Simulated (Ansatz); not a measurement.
## Electronic structure of AlClH$_{5}$N$_{2}$ (charge +1) in real space

The calculation's input:

```
crystal:
  periodic: [false, false, false]
  atoms:
    - symbol: Al
      position_ang: [0.298367, -0.141289, -0.659401]
    - symbol: Cl
      position_ang: [1.668975, -1.391377, 0.862443]
    - symbol: "N"
      position_ang: [0.166348, -1.159030, -2.055516]
    - symbol: "N"
      position_ang: [-0.038252, 1.366920, 0.135347]
    - symbol: H
      position_ang: [-0.224773, 2.230187, -0.373320]
    - symbol: H
      position_ang: [2.218031, -0.406108, 1.520730]
    - symbol: H
      position_ang: [0.814709, -1.891697, -2.335478]
    - symbol: H
      position_ang: [-0.270817, 1.495471, 1.117703]
    - symbol: H
      position_ang: [-0.571187, -1.066216, -2.752238]
basis:
  gaussian:
    orbitals: def2-TZVPD
total_charge: 1
hamiltonian:
  xc: pbe0
output: {forces: true, orbitals: {seedname: orbitals}}
```

Command:

```sh
ansatz run input.yaml --threads 1 --pin off --max-ram 2610MiB --events-out events.jsonl --progress --plain --runs-dir runs
```

Geometry: B3LYP-D3(BJ)/def2-SVP.

These are results of Ansatz 0.2.0, isolated molecule in a Gaussian basis; Kohn-Sham density functional theory, functional PBE0, not measurements.

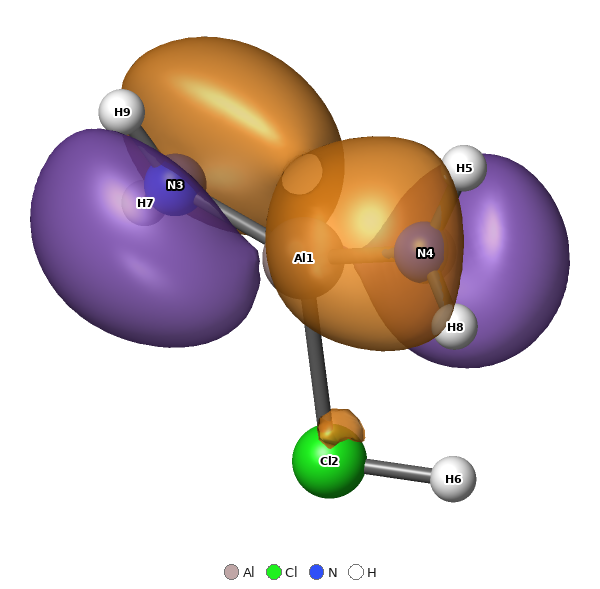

Figure 1. The HOMO at ±0.08 Å⁻³ᐟ² (orange and purple are the two phases), seen at an oblique angle.

**Where does this orbital lie, and at what energy?**

It lies mainly on N3 (about 40 %) and N4 (about 35 %); largely a combination of lone pairs on N3 and N4. Its energy is −12.43 eV.

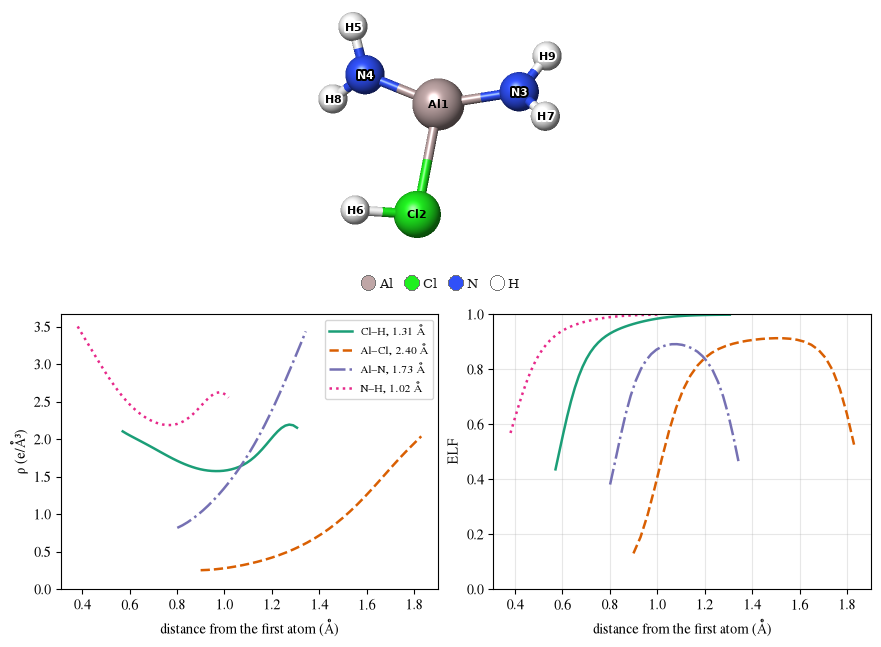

Figure 2. Electron density and electron localisation function along straight lines between neighbouring atoms. The curves leave out the atomic cores. The structure is drawn too.

**What can be read from the curves?**

Cl–H (1.31 Å): ρ at the midpoint is about 2 e/Å³; the ELF climbs to about 1 towards the hydrogen, as it does in any bond to H; a covalent bond by its length.
Al–Cl (2.40 Å): ρ at the midpoint is about 0.42 e/Å³; the ELF peaks at about 0.90 in the valence shell of Cl, 0.9 Å from its nucleus, and is about 0.85 at the midpoint.
Al–N (1.73 Å): ρ at the midpoint is about 0.94 e/Å³; the ELF peaks at about 0.90 in the valence shell of N, 0.6 Å from its nucleus, and is about 0.65 at the midpoint.
N–H (1.02 Å): ρ is about 2.8 e/Å³ halfway; the ELF climbs to about 1 towards the hydrogen: an ordinary covalent bond to hydrogen.

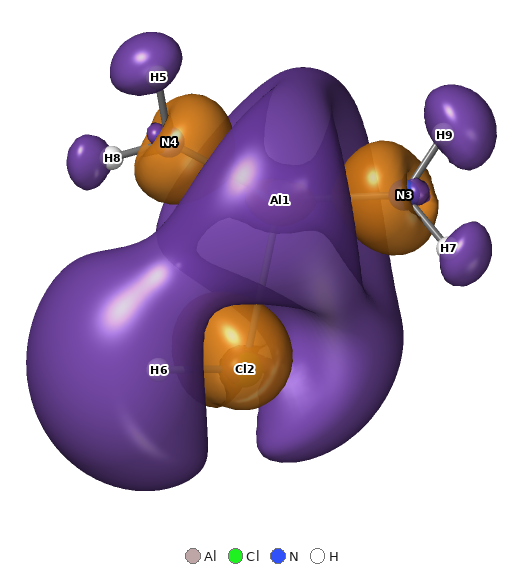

Figure 3. The LUMO at ±0.06 Å⁻³ᐟ² (orange and purple are the two phases), seen across its widest extent.

**Describe this orbital and give its energy.**

By Hirshfeld shares it lies mainly on Al1 (about 40 %), Cl2 (about 20 %), H6 (about 15 %), N3 (about 5 %) and N4 (about 5 %). Its energy is −5.87 eV.
